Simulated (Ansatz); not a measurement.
# C$_{3}$H$_{11}$ClSi$_{2}$: nudged elastic band

- system: C$_{3}$H$_{11}$ClSi$_{2}$, SMILES C[SiH2]CC([SiH3])Cl
- method: RKS PBE0/STO-3G (Ansatz 0.2.0)

It belongs to a series of runs on one base structure; here: band between the two ends.

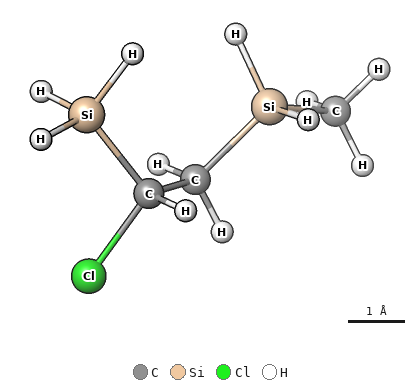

Fig. 1: The structure as given in the input (ball-and-stick view, seen at a tilt). Bond lengths as drawn: C–C 1.54 Å, C–Cl 1.86 Å, C–H 1.09 to 1.10 Å, C–Si 1.87 to 1.89 Å and H–Si 1.44 Å.

**Input**
```yaml
crystal:
  periodic: [false, false, false]
  atoms:
    - { symbol: C, position_ang: [-2.154618, -1.762406, -0.828537] }
    - { symbol: Si, position_ang: [-0.878707, -0.933374, 0.253811] }
    - { symbol: C, position_ang: [-0.129593, 0.536976, -0.658727] }
    - { symbol: C, position_ang: [0.684036, 1.491832, 0.243008] }
    - { symbol: Si, position_ang: [2.289394, 0.794002, 0.964712] }
    - { symbol: Cl, position_ang: [1.127455, 3.014406, -0.733592] }
    - { symbol: H, position_ang: [-1.710372, -2.122496, -1.761127] }
    - { symbol: H, position_ang: [-2.962788, -1.072632, -1.088831] }
    - { symbol: H, position_ang: [-2.600981, -2.621632, -0.319016] }
    - { symbol: H, position_ang: [0.16148, -1.874629, 0.59583] }
    - { symbol: H, position_ang: [-1.490604, -0.463732, 1.475106] }
    - { symbol: H, position_ang: [-0.945415, 1.108894, -1.121353] }
    - { symbol: H, position_ang: [0.505898, 0.179969, -1.479549] }
    - { symbol: H, position_ang: [0.036528, 1.880038, 1.047861] }
    - { symbol: H, position_ang: [3.091194, 0.248057, -0.101958] }
    - { symbol: H, position_ang: [1.95707, -0.249366, 1.905332] }
    - { symbol: H, position_ang: [3.001123, 1.845593, 1.647132] }
basis:
  gaussian: { orbitals: STO-3G }
hamiltonian:
  xc: pbe0
neb:
  order_check: false
  images: 7
  f_tol: 0.05
  max_iterations: 36
  initial_path: idpp
  final_atoms:
    - { symbol: C, position_ang: [-2.06286806, -1.10043687, 0.19133771] }
    - { symbol: Si, position_ang: [-0.41875071, -1.40656193, -0.64083187] }
    - { symbol: C, position_ang: [0.38094487, 0.20755142, -1.19994167] }
    - { symbol: C, position_ang: [0.47021914, 1.29825931, -0.10978428] }
    - { symbol: Si, position_ang: [1.61261303, 0.92685208, 1.35403197] }
    - { symbol: Cl, position_ang: [1.06055582, 2.88186906, -0.89215978] }
    - { symbol: H, position_ang: [-2.74032444, -0.5386997, -0.45873304] }
    - { symbol: H, position_ang: [-1.94589182, -0.53489541, 1.12046293] }
    - { symbol: H, position_ang: [-2.55191688, -2.04676579, 0.44107956] }
    - { symbol: H, position_ang: [-0.60652092, -2.22749033, -1.81411318] }
    - { symbol: H, position_ang: [0.4681, -2.09829214, 0.26502176] }
    - { symbol: H, position_ang: [-0.19851616, 0.60752309, -2.04305082] }
    - { symbol: H, position_ang: [1.3870285, -0.00390471, -1.58572522] }
    - { symbol: H, position_ang: [-0.54353417, 1.54934349, 0.24621687] }
    - { symbol: H, position_ang: [2.90739835, 0.53049246, 0.85886448] }
    - { symbol: H, position_ang: [1.0372852, -0.14803813, 2.12711166] }
    - { symbol: H, position_ang: [1.72527824, 2.10269409, 2.18031492] }
```

Hardware: 1 thread of Arm Neoverse V2, 24 GiB of memory available, shared host.

Launch command:
```bash
ansatz run input.yaml --threads 1 --pin off --max-ram 2048MiB --backend cpu --events-out ev --progress --plain --runs-dir out
```

**Log**
```
Engine: ansatz 0.2.0, aarch64-unknown-linux-gnu
Functional definition: PBE0
  parameter a = 0.25
  parameter kappa = 0.804
  parameter beta = 0.06672455060314922
  exchange = (1 - a)*pbe_x(kappa = kappa, mu = beta*pi^2/3) + a*exact_x
  correlation = pbe_c(beta = beta)
731 factors; integrals over basis functions are off by at most 1.2e-5 eV
mean field evaluation 1: about -31196.8823 eV, gradient 2.2e1 eV
mean field evaluation 2: about -31197.4427 eV, gradient 1.9e1 eV
mean field evaluation 4: about -31198.6664 eV, gradient 3.6e-1 eV
mean field evaluation 8: about -31198.6178 eV, gradient 1.0e-2 eV
mean field -31198.61775902 eV, -1146.5280554613 hartree, gradient 7.9e-6 eV, S^2 0.000000; 0 other end points of the search recorded, 0 dependent functions left out
the calculation of the forces begins
reference -31198.61778117 eV, -1146.5280562755 hartree; 37, 37 occupied and 16, 16 virtual orbitals, 731 factors
735 factors; integrals over basis functions are off by at most 3.6e-5 eV
mean field evaluation 16: about -31197.4379 eV, gradient 1.9e1 eV
mean field -31198.61064842 eV, -1146.5277941514 hartree, gradient 1.1e-5 eV, S^2 0.000000; 0 other end points of the search recorded, 0 dependent functions left out
[... from here on the field's lines of each further geometry are left out, up to the last ...]
NEB iter   1: max|band force component| = 2.062e0 eV/Å  barrier→ = 0.3689 eV  barrier← = 0.3618 eV  Δτ_max = 0.2000 Å  (196 SCF iters)
NEB iter   2: max|band force component| = 3.549e-1 eV/Å  barrier→ = 0.0961 eV  barrier← = 0.0890 eV  CI = image 4  Δτ_max = 0.0470 Å  (175 SCF iters)
NEB iter   3: max|band force component| = 1.231e-1 eV/Å  barrier→ = 0.0646 eV  barrier← = 0.0575 eV  CI = image 4  Δτ_max = 0.0423 Å  (176 SCF iters)
NEB iter   4: max|band force component| = 2.432e-2 eV/Å  barrier→ = 0.0606 eV  barrier← = 0.0535 eV  CI = image 4  Δτ_max = 0.0789 Å  (154 SCF iters)
NEB iter   5: max|band force component| = 7.022e-2 eV/Å  barrier→ = 0.0574 eV  barrier← = 0.0503 eV  CI = image 4  Δτ_max = 0.0394 Å  (24 SCF iters)
NEB iter   6: max|band force component| = 6.224e-2 eV/Å  barrier→ = 0.0560 eV  barrier← = 0.0489 eV  CI = image 4  Δτ_max = 0.0394 Å  (164 SCF iters)
NEB iter   7: max|band force component| = 4.797e-2 eV/Å  barrier→ = 0.0551 eV  barrier← = 0.0480 eV  CI = image 4  Δτ_max = 0.0392 Å  (164 SCF iters)
NEB iter   8: max|band force component| = 5.489e-2 eV/Å  barrier→ = 0.0542 eV  barrier← = 0.0471 eV  CI = image 4  Δτ_max = 0.0789 Å  (25 SCF iters)
NEB iter   9: max|band force component| = 3.693e-2 eV/Å  barrier→ = 0.0526 eV  barrier← = 0.0455 eV  CI = image 4  Δτ_max = 0.0787 Å  (169 SCF iters)
NEB iter  10: max|band force component| = 1.221e-1 eV/Å  barrier→ = 0.0516 eV  barrier← = 0.0445 eV  CI = image 4  Δτ_max = 0.1556 Å  (24 SCF iters)
NEB iter  11: max|band force component| = 5.486e-2 eV/Å  barrier→ = 0.0515 eV  barrier← = 0.0444 eV  CI = image 4  Δτ_max = 0.0809 Å  (168 SCF iters)
NEB iter  12: max|band force component| = 5.989e-2 eV/Å  barrier→ = 0.0515 eV  barrier← = 0.0444 eV  CI = image 4  Δτ_max = 0.0405 Å  (164 SCF iters)
the calculation of the forces begins
reference -31198.60574978 eV, -1146.5276141300 hartree; 37, 37 occupied and 16, 16 virtual orbitals, 732 factors
732 factors; integrals over basis functions are off by at most 3.2e-5 eV
mean field evaluation 672: about -31198.5662 eV, gradient 1.3e-1 eV
mean field -31198.56628830 eV, -1146.5261639472 hartree, gradient 1.7e-5 eV, S^2 0.000000; 1 other end points of the search recorded, 0 dependent functions left out
the calculation of the forces begins
reference -31198.56631021 eV, -1146.5261647526 hartree; 37, 37 occupied and 16, 16 virtual orbitals, 732 factors
NEB iter  13: max|band force component| = 4.132e-2 eV/Å  barrier→ = 0.0515 eV  barrier← = 0.0444 eV  CI = image 4  Δτ_max = 0.0000 Å  (300 SCF iters)
```

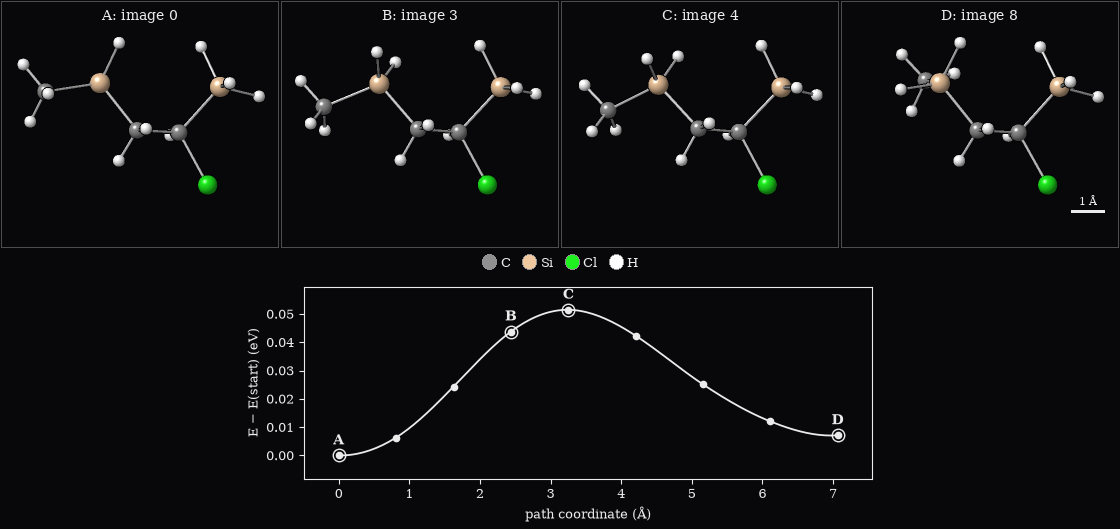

Fig. 2: Images of the last band (counted from 0; ball-and-stick, seen on its broad side) above the energy along the path; the line is a cubic interpolation that uses the forces. The highest image is number 4, 0.051 eV above the start and 0.044 eV above the end (the climbing image); the end lies 0.007 eV above the start. The path is 7.06 Å long. The band converged in 13 iterations.

```
Total energy: -31198.56631021 eV, -1146.5261647526 hartree
Atom 0 at    -2.400041    -1.372915    -0.451602 Å, force     0.000191     0.000053    -0.000183 eV/Å
Atom 1 at    -0.602624    -1.283066     0.047395 Å, force    -0.000163     0.000528     0.000589 eV/Å
Atom 2 at     0.268301     0.107036    -0.894850 Å, force    -0.000851     0.000262    -0.000139 eV/Å
Atom 3 at     0.609653     1.339372    -0.025539 Å, force     0.001106    -0.000835    -0.000510 eV/Å
Atom 4 at     2.074308     1.130604     1.156045 Å, force     0.000917    -0.001162     0.003045 eV/Å
Atom 5 at     1.012610     2.779456    -1.136468 Å, force     0.000391     0.000470    -0.000615 eV/Å
Atom 6 at    -2.505061    -1.573498    -1.521887 Å, force     0.000033     0.000142     0.000069 eV/Å
Atom 7 at    -2.919573    -0.434400    -0.236656 Å, force     0.000043    -0.000002     0.000078 eV/Å
Atom 8 at    -2.917496    -2.171118     0.089029 Å, force     0.000285    -0.000017     0.000339 eV/Å
Atom 9 at     0.053083    -2.536064    -0.246517 Å, force    -0.000071     0.000021     0.000009 eV/Å
Atom 10 at    -0.509006    -1.042754     1.468256 Å, force    -0.000004    -0.000945    -0.000081 eV/Å
Atom 11 at    -0.390433     0.430473    -1.711914 Å, force     0.000245     0.000317    -0.000201 eV/Å
Atom 12 at     1.184624    -0.269572    -1.366831 Å, force     0.000030     0.000239    -0.000068 eV/Å
Atom 13 at    -0.289469     1.677847     0.517170 Å, force    -0.000054    -0.000231     0.000064 eV/Å
Atom 14 at     3.250061     0.806639     0.387103 Å, force    -0.000715     0.000618    -0.001091 eV/Å
Atom 15 at     1.791310     0.055884     2.077024 Å, force    -0.000772    -0.000156    -0.000328 eV/Å
Atom 16 at     2.270854     2.355576     1.890343 Å, force    -0.000610     0.000699    -0.000977 eV/Å
Dipole moment:    -0.127576    -0.465643     0.303057 e Å
this run last wrote the band of iteration 13 to [file]; this run last wrote the band within `neb.f_tol` of iteration 9 to [file]
```

**The last band as extended XYZ (Å, eV, eV/Å)**
```
17
Properties=species:S:1:pos:R:3:forces:R:3 image=0 energy=-31198.61776
C    -2.1546   -1.7624   -0.8285    0.0014   0.0016  -0.0015
Si   -0.8787   -0.9334    0.2538   -0.0012  -0.0001   0.0028
C    -0.1296    0.5370   -0.6587    0.0029   0.0032  -0.0031
C     0.6840    1.4918    0.2430   -0.0012  -0.0032   0.0045
Si    2.2894    0.7940    0.9647   -0.0025  -0.0030  -0.0019
Cl    1.1275    3.0144   -0.7336   -0.0006   0.0001  -0.0023
H    -1.7104   -2.1225   -1.7611   -0.0004  -0.0003   0.0001
H    -2.9628   -1.0726   -1.0888    0.0001  -0.0002   0.0001
H    -2.6010   -2.6216   -0.3190    0.0005   0.0002   0.0007
H     0.1615   -1.8746    0.5958    0.0006  -0.0012  -0.0006
H    -1.4906   -0.4637    1.4751   -0.0005   0.0004   0.0011
H    -0.9454    1.1089   -1.1214    0.0001   0.0003   0.0000
H     0.5059    0.1800   -1.4795   -0.0003  -0.0003  -0.0005
H     0.0365    1.8800    1.0479   -0.0008   0.0016   0.0001
H     3.0912    0.2481   -0.1020    0.0020   0.0012   0.0002
H     1.9571   -0.2494    1.9053    0.0005  -0.0008   0.0005
H     3.0011    1.8456    1.6471   -0.0007   0.0005  -0.0004
17
Properties=species:S:1:pos:R:3:forces:R:3 image=1 energy=-31198.61143
C    -2.2542   -1.6886   -0.7265   -0.0002  -0.0001  -0.0004
Si   -0.7949   -0.9992    0.2125    0.0041  -0.0015   0.0028
C    -0.0356    0.4394   -0.7454   -0.0038   0.0068  -0.0014
C     0.6848    1.4704    0.1513   -0.0004  -0.0011   0.0001
Si    2.2487    0.8650    1.0286    0.0042   0.0006   0.0008
Cl    1.1577    2.9495   -0.8766    0.0000  -0.0035   0.0028
H    -1.9628   -2.0297   -1.7242    0.0054  -0.0029   0.0000
H    -3.0365   -0.9335   -0.8478   -0.0002  -0.0034  -0.0051
H    -2.6928   -2.5402   -0.1979    0.0017  -0.0014  -0.0010
H     0.1994   -2.0282    0.4085   -0.0003   0.0029   0.0046
H    -1.2241   -0.5263    1.5082   -0.0064   0.0029  -0.0010
H    -0.8356    0.9560   -1.2925   -0.0026   0.0031   0.0018
H     0.6637    0.0583   -1.5008   -0.0040   0.0011   0.0002
H    -0.0307    1.8820    0.8836    0.0022   0.0017   0.0023
H     3.1960    0.3960    0.0483   -0.0019  -0.0034  -0.0033
H     1.8890   -0.2187    1.9122   -0.0024   0.0001  -0.0005
H     2.8088    1.9475    1.7985    0.0046  -0.0019  -0.0026
17
Properties=species:S:1:pos:R:3:forces:R:3 image=2 energy=-31198.59342
C    -2.3375   -1.5864   -0.6322    0.0003   0.0010  -0.0007
Si   -0.7264   -1.0832    0.1667    0.0081  -0.0036   0.0057
C     0.0688    0.3251   -0.8119   -0.0050   0.0122  -0.0055
C     0.6749    1.4316    0.0798   -0.0021  -0.0013   0.0052
Si    2.2078    0.9459    1.0775    0.0077  -0.0026   0.0015
Cl    1.1395    2.8905   -0.9799    0.0015  -0.0044   0.0011
H    -2.1894   -1.9047   -1.6682    0.0073  -0.0054  -0.0008
H    -3.0477   -0.7542   -0.6378   -0.0032  -0.0063  -0.0074
H    -2.8018   -2.4163   -0.0910    0.0037  -0.0032  -0.0014
H     0.1786   -2.2080    0.2167    0.0009   0.0048   0.0083
H    -0.9755   -0.6398    1.5187   -0.0108   0.0064  -0.0014
H    -0.6972    0.7796   -1.4544   -0.0048   0.0061   0.0025
H     0.8426   -0.0705   -1.4821   -0.0069   0.0012  -0.0007
H    -0.1066    1.8346    0.7463    0.0030   0.0038   0.0033
H     3.2612    0.5566    0.1737   -0.0011  -0.0048  -0.0044
H     1.8685   -0.1674    1.9318   -0.0037  -0.0013  -0.0024
H     2.6212    2.0658    1.8861    0.0052  -0.0026  -0.0028
17
Properties=species:S:1:pos:R:3:forces:R:3 image=3 energy=-31198.57396
C    -2.3887   -1.4748   -0.5464   -0.0029   0.0047   0.0070
Si   -0.6664   -1.1810    0.1131    0.0198  -0.0103  -0.0072
C     0.1729    0.2092   -0.8577   -0.0112   0.0173  -0.0035
C     0.6487    1.3844    0.0262    0.0015  -0.0045  -0.0026
Si    2.1543    1.0363    1.1191    0.0022   0.0033   0.0032
Cl    1.0817    2.8344   -1.0595    0.0019  -0.0008   0.0004
H    -2.3706   -1.7495   -1.6051    0.0085  -0.0037  -0.0009
H    -3.0055   -0.5767   -0.4462   -0.0055  -0.0051  -0.0055
H    -2.8858   -2.2823   -0.0006    0.0014  -0.0034  -0.0009
H     0.1214   -2.3864   -0.0005   -0.0018  -0.0004   0.0104
H    -0.7403   -0.8166    1.5088   -0.0138   0.0044  -0.0021
H    -0.5434    0.5980   -1.5938   -0.0033   0.0046   0.0002
H     1.0224   -0.1848   -1.4298   -0.0059   0.0000   0.0020
H    -0.1942    1.7587    0.6316    0.0018   0.0026   0.0024
H     3.2784    0.7030    0.2804   -0.0002  -0.0045  -0.0020
H     1.8536   -0.0771    1.9874    0.0012  -0.0005  -0.0015
H     2.4427    2.2047    1.9130    0.0062  -0.0037   0.0006
17
Properties=species:S:1:pos:R:3:forces:R:3 image=4 energy=-31198.56629
C    -2.4000   -1.3729   -0.4516    0.0002   0.0001  -0.0002
Si   -0.6026   -1.2831    0.0474   -0.0002   0.0005   0.0006
C     0.2683    0.1070   -0.8949   -0.0009   0.0003  -0.0001
C     0.6097    1.3394   -0.0255    0.0011  -0.0008  -0.0005
Si    2.0743    1.1306    1.1560    0.0009  -0.0012   0.0030
Cl    1.0126    2.7795   -1.1365    0.0004   0.0005  -0.0006
H    -2.5051   -1.5735   -1.5219    0.0000   0.0001   0.0001
H    -2.9196   -0.4344   -0.2367    0.0000   0.0000   0.0001
H    -2.9175   -2.1711    0.0890    0.0003   0.0000   0.0003
H     0.0531   -2.5361   -0.2465   -0.0001   0.0000   0.0000
H    -0.5090   -1.0428    1.4683    0.0000  -0.0009  -0.0001
H    -0.3904    0.4305   -1.7119    0.0002   0.0003  -0.0002
H     1.1846   -0.2696   -1.3668    0.0000   0.0002  -0.0001
H    -0.2895    1.6778    0.5172   -0.0001  -0.0002   0.0001
H     3.2501    0.8066    0.3871   -0.0007   0.0006  -0.0011
H     1.7913    0.0559    2.0770   -0.0008  -0.0002  -0.0003
H     2.2709    2.3556    1.8903   -0.0006   0.0007  -0.0010
17
Properties=species:S:1:pos:R:3:forces:R:3 image=5 energy=-31198.57545
C    -2.3735   -1.2577   -0.3177    0.0046   0.0211   0.0099
Si   -0.5326   -1.3883   -0.0309    0.0300  -0.0391  -0.0222
C     0.3745   -0.0011   -0.9364   -0.0200   0.0134   0.0106
C     0.5600    1.2842   -0.0956    0.0038  -0.0069  -0.0158
Si    1.9542    1.2269    1.1845   -0.0036  -0.0035   0.0021
Cl    0.9335    2.7111   -1.2333    0.0057   0.0106  -0.0040
H    -2.6154   -1.3604   -1.3797    0.0038   0.0045   0.0038
H    -2.7634   -0.2929    0.0197   -0.0077   0.0028   0.0051
H    -2.9121   -2.0418    0.2228    0.0054   0.0004   0.0050
H    -0.0492   -2.6528   -0.5340   -0.0041  -0.0069   0.0006
H    -0.2476   -1.3203    1.3831   -0.0113  -0.0044  -0.0039
H    -0.2062    0.2498   -1.8343    0.0035   0.0024  -0.0034
H     1.3534   -0.3510   -1.2885   -0.0031  -0.0058   0.0059
H    -0.3969    1.5738    0.3713   -0.0012  -0.0001  -0.0029
H     3.1930    0.9396    0.5051   -0.0009   0.0030   0.0009
H     1.6786    0.1831    2.1425   -0.0014   0.0086   0.0048
H     2.0309    2.4973    1.8616   -0.0036  -0.0004   0.0034
17
Properties=species:S:1:pos:R:3:forces:R:3 image=6 energy=-31198.59264
C    -2.3064   -1.1657   -0.1481    0.0086   0.0264   0.0096
Si   -0.4637   -1.4684   -0.1127    0.0198  -0.0427  -0.0135
C     0.4551   -0.0759   -0.9933   -0.0226   0.0151  -0.0003
C     0.5267    1.2461   -0.1940   -0.0018  -0.0090  -0.0034
Si    1.7986    1.2897    1.2083    0.0033   0.0042  -0.0055
Cl    0.9558    2.6386   -1.3551    0.0067  -0.0013   0.0031
H    -2.6806   -1.1317   -1.1756    0.0028   0.0038   0.0027
H    -2.5672   -0.2179    0.3316   -0.0079   0.0022   0.0060
H    -2.8452   -1.9613    0.3751    0.0097  -0.0020   0.0031
H    -0.1598   -2.7033   -0.7968    0.0011  -0.0023  -0.0038
H    -0.0051   -1.5768    1.2521   -0.0090  -0.0023  -0.0018
H    -0.0638    0.1183   -1.9418    0.0028   0.0017  -0.0047
H     1.4704   -0.4003   -1.2559   -0.0037  -0.0070   0.0047
H    -0.4770    1.5207    0.1732   -0.0016   0.0027  -0.0067
H     3.0957    0.9724    0.6647    0.0013   0.0043   0.0046
H     1.4425    0.3110    2.2075   -0.0079   0.0079   0.0016
H     1.8050    2.6039    1.8009   -0.0015  -0.0018   0.0044
17
Properties=species:S:1:pos:R:3:forces:R:3 image=7 energy=-31198.60573
C    -2.2131   -1.0976    0.0418    0.0042   0.0112   0.0043
Si   -0.4064   -1.5178   -0.1767    0.0090  -0.0166  -0.0008
C     0.5078   -0.1270   -1.0631   -0.0094   0.0047  -0.0017
C     0.5145    1.2250   -0.3144    0.0077   0.0016  -0.0055
Si    1.6235    1.3254    1.2172   -0.0053  -0.0142   0.0103
Cl    1.0833    2.5593   -1.4838    0.0003   0.0025  -0.0027
H    -2.6947   -0.9083   -0.9220    0.0008   0.0021   0.0017
H    -2.3487   -0.2069    0.6621   -0.0021   0.0010   0.0040
H    -2.7489   -1.9205    0.5243    0.0050  -0.0013   0.0006
H    -0.2754   -2.7088   -0.9829    0.0009   0.0001  -0.0029
H     0.2019   -1.7663    1.1089   -0.0031  -0.0030  -0.0002
H     0.0288    0.0209   -2.0405    0.0022   0.0033  -0.0024
H     1.5413   -0.4366   -1.2673   -0.0023  -0.0033   0.0025
H    -0.5196    1.5224   -0.0700   -0.0001   0.0028  -0.0027
H     2.9608    0.9254    0.8561   -0.0012   0.0042  -0.0027
H     1.1096    0.4347    2.2300   -0.0050   0.0036   0.0024
H     1.6165    2.6764    1.7204   -0.0017   0.0014  -0.0044
17
Properties=species:S:1:pos:R:3:forces:R:3 image=8 energy=-31198.61065
C    -2.0742   -1.0130    0.4192    0.0012   0.0031  -0.0006
Si   -0.4242   -1.5157   -0.2980   -0.0006  -0.0044  -0.0056
C     0.3952   -0.0826   -1.2104   -0.0005  -0.0007   0.0064
C     0.4826    1.2329   -0.4055   -0.0004   0.0030  -0.0016
Si    1.6064    1.2085    1.1184    0.0035   0.0006  -0.0026
Cl    1.0947    2.5851   -1.5302    0.0012   0.0033   0.0005
H    -2.7399   -0.6155   -0.3527    0.0037  -0.0019   0.0031
H    -1.9620   -0.2460    1.1911   -0.0009  -0.0028  -0.0030
H    -2.5740   -1.8714    0.8779   -0.0005   0.0017  -0.0005
H    -0.6069   -2.5879   -1.2482    0.0000  -0.0006   0.0047
H     0.4472   -1.9808    0.7555   -0.0038   0.0004  -0.0021
H    -0.1720    0.1118   -2.1307    0.0003   0.0005   0.0020
H     1.4034   -0.3847   -1.5236   -0.0015   0.0002   0.0005
H    -0.5326    1.5665   -0.1306    0.0023  -0.0014   0.0001
H     2.9028    0.6993    0.7457   -0.0009  -0.0011  -0.0005
H     1.0138    0.3484    2.1150    0.0010  -0.0008  -0.0007
H     1.7207    2.5447    1.6471   -0.0040   0.0010  -0.0002
```

**Summary**

- outcome: converged
- barrier, forward: 0.051 eV
- barrier, backward: 0.044 eV
- wall time: 5.3 min
- peak memory: 0.15 GiB

**Remarks**

The order of the saddle point was not checked.
